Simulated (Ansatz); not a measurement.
## Run report: CH5ClO3Si, geometry relaxation (part 2 of 2)

Continued. System: CH5ClO3Si, SMILES OC(O)(Cl)O[SiH3]. Method: RKS r2SCAN-D4/def2-SVP (Ansatz 0.2.0). It belongs to a series of runs on one base structure; here: end point A relaxed.

Geometry of the input (Å):
```
O  0.8596  -1.6237  1.2352
C  0.4887  -0.7236  0.1528
O  -0.4857  -1.4138  -0.6247
Cl 2.0668  -0.5447  -0.7829
O  0.0759  0.5053  0.6562
Si -0.7716  1.5896  -0.2736
H  1.7978  -1.6825  1.1256
H  -0.8718  -1.9074  0.0717
H  -0.8670  2.8904  0.4771
H  -0.0731  1.7920  -1.5386
H  -2.1542  1.0615  -0.4782
```

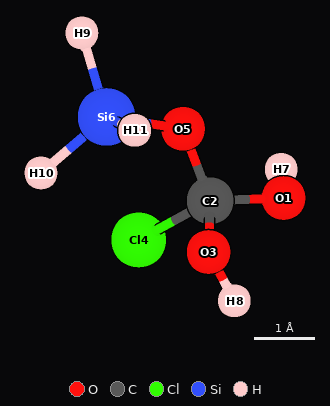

Fig. 1: The geometry at step 8 of the log (ball-and-stick view, seen at a tilt; atoms are numbered from 1 in the order of the input).

## Trajectory as extended XYZ, continued
```
11
Properties=species:S:1:pos:R:3:forces:R:3 step=2 energy=-27643.58372
O     0.8186   -1.5918    1.2710   -0.0192   1.1158  -1.4422
C     0.5231   -0.7309    0.1809   -0.6524  -0.4514   0.5945
O    -0.4520   -1.3276   -0.6275    0.7139   0.3020   0.8530
Cl    2.0184   -0.4840   -0.8722   -0.0145  -0.1334   0.1541
O     0.1077    0.4841    0.6560    0.5335  -0.7534   0.2019
Si   -0.7804    1.5611   -0.2768   -0.4611   0.4421  -0.1849
H     1.7770   -1.7021    1.2177    0.1252  -0.2177   0.2863
H    -0.8702   -1.9175    0.0206   -0.3088  -0.2469  -0.3038
H    -0.8077    2.8314    0.5050    0.0358  -0.1340  -0.0211
H    -0.1005    1.7627   -1.5761    0.0302   0.0206  -0.1467
H    -2.1687    1.0578   -0.4780    0.0174   0.0563   0.0088
11
Properties=species:S:1:pos:R:3:forces:R:3 step=3 energy=-27643.67164
O     0.8147   -1.5580    1.2556    0.5088   0.0656  -0.3003
C     0.5217   -0.7333    0.1935   -0.3389  -0.0764   0.0983
O    -0.4303   -1.3140   -0.6212   -0.2019  -0.3674   0.5860
Cl    2.0262   -0.5080   -0.8525    0.2403   0.0041  -0.0601
O     0.1174    0.4780    0.6542    0.0738   0.0862   0.0619
Si   -0.7903    1.5619   -0.2791   -0.0662   0.1525  -0.1324
H     1.7787   -1.6904    1.2398   -0.2901  -0.0677   0.1895
H    -0.8720   -1.9559   -0.0242    0.1047   0.2220  -0.5070
H    -0.7775    2.8154    0.5168    0.0073   0.0008  -0.0033
H    -0.1337    1.7592   -1.6028   -0.0355  -0.0127   0.0396
H    -2.1896    1.0884   -0.4595   -0.0023  -0.0070   0.0278
11
Properties=species:S:1:pos:R:3:forces:R:3 step=4 energy=-27643.71502
O     0.7852   -1.5591    1.2425   -0.1965  -0.1839   0.0038
C     0.5231   -0.7302    0.1826   -0.0592  -0.1983   0.1741
O    -0.4305   -1.2844   -0.6365   -0.2511  -0.1281   0.2200
Cl    2.0751   -0.5730   -0.8365    0.1628   0.1267  -0.0336
O     0.1507    0.4990    0.6237    0.1037   0.1102  -0.1317
Si   -0.8032    1.5868   -0.2706    0.0046  -0.0518  -0.0167
H     1.7368   -1.6645    1.3723    0.0171   0.1688  -0.1006
H    -0.7884   -2.0623   -0.1709    0.1880   0.1757  -0.1418
H    -0.7133    2.8569    0.4942    0.0103  -0.0164  -0.0011
H    -0.2530    1.7477   -1.6432    0.0211  -0.0071  -0.0030
H    -2.2171    1.1262   -0.3369   -0.0008   0.0041   0.0306
11
Properties=species:S:1:pos:R:3:forces:R:3 step=5 energy=-27643.78319
O     0.7275   -1.6111    1.1892    0.5402  -0.1235   0.3105
C     0.5165   -0.7329    0.1701   -0.1544  -0.0244  -0.0546
O    -0.4822   -1.2204   -0.6295   -0.1116  -0.3654   0.2665
Cl    2.1258   -0.6057   -0.8304   -0.0706  -0.0627   0.0047
O     0.2283    0.5247    0.5956   -0.0070  -0.1086  -0.1048
Si   -0.7992    1.5782   -0.2645    0.0005   0.0062   0.1036
H     1.6509   -1.5461    1.5087   -0.5426   0.1415  -0.2214
H    -0.6931   -2.1282   -0.3203    0.2783   0.5338  -0.2680
H    -0.6484    2.8621    0.4700    0.0020  -0.0079  -0.0524
H    -0.3423    1.7028   -1.6771   -0.0330  -0.0162   0.0422
H    -2.2186    1.1199   -0.1913    0.0981   0.0272  -0.0263
11
Properties=species:S:1:pos:R:3:forces:R:3 step=6 energy=-27643.83930
O     0.7170   -1.6161    1.2110    0.2202   0.1034  -0.1596
C     0.4938   -0.7475    0.1740   -0.2239  -0.0437   0.2385
O    -0.5176   -1.2187   -0.6078   -0.0092  -0.5576   0.2415
Cl    2.0928   -0.6420   -0.8305    0.1249  -0.0586  -0.1091
O     0.2168    0.5090    0.5907    0.0149   0.0778   0.0448
Si   -0.7970    1.5879   -0.2449   -0.0034  -0.0207   0.0030
H     1.6161   -1.4540    1.5461   -0.2338  -0.0017  -0.0248
H    -0.5687   -2.1865   -0.4657    0.0898   0.4645  -0.2015
H    -0.5855    2.8846    0.4493   -0.0010  -0.0218  -0.0133
H    -0.3820    1.6635   -1.6704   -0.0061   0.0213  -0.0223
H    -2.2202    1.1629   -0.1312    0.0277   0.0370   0.0028
11
Properties=species:S:1:pos:R:3:forces:R:3 step=7 energy=-27643.88173
O     0.7397   -1.6138    1.2346   -0.1035   0.0665   0.1011
C     0.4311   -0.7614    0.2238    0.3075  -0.2536  -0.3910
O    -0.5802   -1.2716   -0.5177   -0.1802  -0.0786   0.1917
Cl    2.0046   -0.6861   -0.9069    0.1396   0.0167  -0.0408
O     0.1897    0.5010    0.6059   -0.1777  -0.1093   0.2280
Si   -0.7864    1.6024   -0.2417   -0.0507   0.1084  -0.1333
H     1.6143   -1.3752    1.5700    0.0954   0.0570   0.0884
H    -0.4227   -2.2290   -0.5955   -0.0526   0.2062  -0.0837
H    -0.5594    2.8871    0.4668    0.0003  -0.0094  -0.0020
H    -0.3469    1.6845   -1.6611   -0.0003  -0.0121   0.0226
H    -2.2183    1.2052   -0.1576    0.0222   0.0082   0.0190
11
Properties=species:S:1:pos:R:3:forces:R:3 step=8 energy=-27643.90774
O     0.7897   -1.6235    1.2237   -0.0330  -0.1905   0.0310
C     0.4188   -0.7739    0.2351    0.1183   0.0761   0.1269
O    -0.6148   -1.2832   -0.4715   -0.1593   0.0555   0.0516
Cl    1.9429   -0.6014   -0.9501    0.0297  -0.0031  -0.0009
O     0.1212    0.4612    0.6816    0.0150   0.0116  -0.0515
Si   -0.7762    1.5826   -0.2345    0.0031   0.0574  -0.0739
H     1.6310   -1.3295    1.6029   -0.0171   0.1075  -0.0570
H    -0.4187   -2.2054   -0.6824    0.0665  -0.1391  -0.0885
H    -0.5138    2.8805    0.4371   -0.0133  -0.0020   0.0021
H    -0.2907    1.5895   -1.6413   -0.0098   0.0047   0.0399
H    -2.2241    1.2462   -0.1800   -0.0002   0.0220   0.0204
11
Properties=species:S:1:pos:R:3:forces:R:3 step=9 energy=-27643.83625 accepted=F
O     0.8175   -1.6280    1.2296    0.6432   0.2038   0.3053
C     0.3956   -0.7911    0.2502    0.0391   0.1052   0.2803
O    -0.6542   -1.3166   -0.4210    0.6881  -2.1601  -0.9576
Cl    1.9023   -0.5906   -0.9818   -0.1164  -0.0248   0.0247
O     0.0816    0.4379    0.7052    0.0824   0.0384  -0.1213
Si   -0.7678    1.5834   -0.2363   -0.0163  -0.0059   0.0625
H     1.6389   -1.2595    1.6332   -0.7162  -0.2283  -0.4094
H    -0.3712   -2.2335   -0.7834   -0.6224   2.0793   0.8219
H    -0.4895    2.8781    0.4360    0.0349  -0.0019  -0.0157
H    -0.2601    1.5635   -1.6345   -0.0361   0.0037   0.0453
H    -2.2276    1.2995   -0.1766    0.0198  -0.0094  -0.0360
11
Properties=species:S:1:pos:R:3:forces:R:3 step=10 energy=-27643.91545
O     0.8058   -1.6309    1.2235    0.0389  -0.0298   0.0061
C     0.4110   -0.7842    0.2419   -0.0284  -0.0135   0.0037
O    -0.6284   -1.3076   -0.4506   -0.0462  -0.0261   0.0207
Cl    1.9119   -0.5973   -0.9816    0.0166  -0.0197   0.0428
O     0.1079    0.4477    0.6889    0.0263   0.0069   0.0058
Si   -0.7708    1.5823   -0.2321    0.0087   0.0146  -0.0441
H     1.6140   -1.2801    1.6271   -0.0128   0.0425  -0.0253
H    -0.3916   -2.2062   -0.7252    0.0194  -0.0024  -0.0400
H    -0.4978    2.8774    0.4404   -0.0023  -0.0019   0.0038
H    -0.2736    1.5772   -1.6332   -0.0218   0.0132   0.0189
H    -2.2229    1.2648   -0.1785    0.0017   0.0162   0.0076
11
Properties=species:S:1:pos:R:3:forces:R:3 step=11 energy=-27643.91566
O     0.8287   -1.6356    1.2248    0.1414   0.1761   0.1465
C     0.3978   -0.8005    0.2488   -0.0030  -0.0864   0.0017
O    -0.6454   -1.3427   -0.4270    0.2169  -0.3569  -0.1811
Cl    1.8880   -0.6080   -0.9933   -0.0146   0.0110  -0.0406
O     0.0900    0.4291    0.6961   -0.0201   0.0141  -0.0093
Si   -0.7665    1.5806   -0.2299   -0.0082   0.0011   0.0301
H     1.5968   -1.2160    1.6525   -0.1755  -0.1212  -0.1001
H    -0.3527   -2.2015   -0.7937   -0.1536   0.3813   0.1544
H    -0.4680    2.8712    0.4409    0.0108  -0.0062   0.0000
H    -0.2774    1.5669   -1.6319   -0.0045  -0.0055  -0.0016
H    -2.2260    1.2996   -0.1668    0.0104  -0.0075   0.0000
11
Properties=species:S:1:pos:R:3:forces:R:3 step=12 energy=-27643.91954
O     0.8162   -1.6282    1.2368   -0.0018   0.0013  -0.0054
C     0.4021   -0.8006    0.2478   -0.0059   0.0321   0.0204
O    -0.6332   -1.3396   -0.4390   -0.0035  -0.0156  -0.0063
Cl    1.8998   -0.6183   -0.9840    0.0082   0.0086  -0.0047
O     0.0925    0.4326    0.6879    0.0066  -0.0137  -0.0061
Si   -0.7719    1.5821   -0.2296    0.0149  -0.0188   0.0064
H     1.5957   -1.2279    1.6512   -0.0023  -0.0021   0.0056
H    -0.3480   -2.1933   -0.7993   -0.0092   0.0027  -0.0018
H    -0.4615    2.8728    0.4352   -0.0015   0.0004  -0.0027
H    -0.2958    1.5635   -1.6366   -0.0132   0.0021  -0.0009
H    -2.2304    1.2999   -0.1499    0.0077   0.0030  -0.0045
11
Properties=species:S:1:pos:R:3:forces:R:3 step=13 energy=-27643.91968
O     0.8147   -1.6300    1.2355   -0.0053  -0.0029  -0.0030
C     0.4032   -0.8001    0.2474   -0.0017   0.0224   0.0161
O    -0.6299   -1.3379   -0.4436   -0.0064  -0.0137  -0.0048
Cl    1.9044   -0.6145   -0.9801    0.0047   0.0089  -0.0021
O     0.0919    0.4317    0.6891    0.0052  -0.0091  -0.0025
Si   -0.7730    1.5806   -0.2284    0.0143  -0.0097  -0.0020
H     1.5905   -1.2290    1.6560    0.0013   0.0008   0.0040
H    -0.3440   -2.1909   -0.8049   -0.0064   0.0010  -0.0030
H    -0.4544    2.8734    0.4279    0.0006   0.0039   0.0017
H    -0.3060    1.5540   -1.6381   -0.0082   0.0014  -0.0041
H    -2.2320    1.3059   -0.1403    0.0019  -0.0031   0.0000
11
Properties=species:S:1:pos:R:3:forces:R:3 step=14 energy=-27643.91979
O     0.8108   -1.6333    1.2339    0.0027   0.0000  -0.0035
C     0.4044   -0.7994    0.2473    0.0011   0.0079   0.0026
O    -0.6252   -1.3350   -0.4515    0.0053  -0.0042   0.0003
Cl    1.9119   -0.6033   -0.9722    0.0008  -0.0076  -0.0004
O     0.0910    0.4303    0.6916    0.0010  -0.0019   0.0093
Si   -0.7726    1.5783   -0.2277   -0.0084  -0.0038  -0.0048
H     1.5797   -1.2309    1.6658   -0.0032  -0.0001  -0.0038
H    -0.3375   -2.1855   -0.8173   -0.0008   0.0007  -0.0008
H    -0.4393    2.8746    0.4148    0.0013   0.0011  -0.0039
H    -0.3261    1.5358   -1.6437    0.0034   0.0047   0.0038
H    -2.2318    1.3116   -0.1205   -0.0030   0.0031   0.0013
```

## Summary

```csv
quantity,value
outcome,converged
total energy,−27643.9198 eV
mean-field energy,−27643.8523 eV
largest force (length of the vector) at the end,0.010 eV/Å
hardware,"2 threads of Intel Xeon (Granite Rapids), 16 GiB of memory available, shared host"
wall time,39 s (CPU time 74 s)
peak memory,0.21 GiB
```
